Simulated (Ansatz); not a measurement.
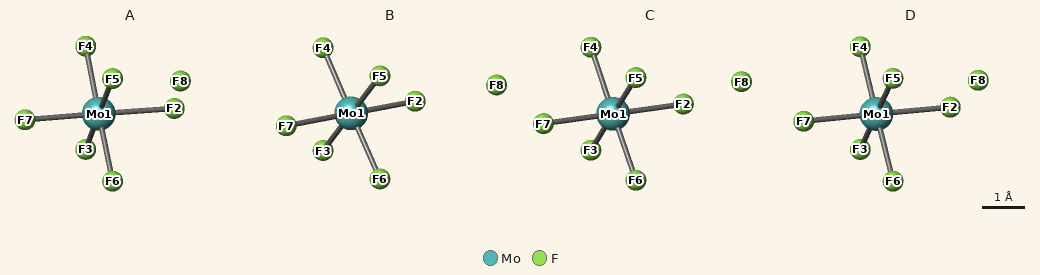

4 geometries from one relaxation of MoF7 (multiplicity 2), in shuffled order. A ball-and-stick model, seen at a tilt.

The run prepares an end point of a later path (reaction) calculation, from a guessed geometry.

All numbers below come from UKS PBE/def2-SVP (Ansatz 0.2.0). (collinear spin; force threshold 0.03 eV/Å; at most 50 steps)

> Order the frames from highest to lowest energy.

B, C, D, A. They are steps 0, 8, 11, 15, at +0.109 eV, +0.072 eV, +0.024 eV relative to the last. The atom that moves furthest after the best rigid fit is F8 (1.39 Å). Largest moves by element: F 1.39 Å, Mo 0.19 Å. Near-neighbour distances that change, for instance: Mo1–F8 4.150 → 3.237 Å, Mo1–F2 1.810 → 1.867 Å, Mo1–F3 1.842 → 1.836 Å. Over 14 accepted moves (15 points after the start) the energy falls by 0.109 eV. Largest force component: 1.2 eV/Å at the start, 0.015 eV/Å at the end. The line search rejected the trial step at point 14 of the run. The forces were under the threshold at step 3, but the run went on from there. The run took 83 s on 4 threads of Arm Neoverse V2 (shared host), peak memory 0.35 GiB.

Limits of the set-up: the start holds two separate molecules, 2.3 Å apart at their closest, whose relative position is a soft coordinate and is computed without a dispersion correction.
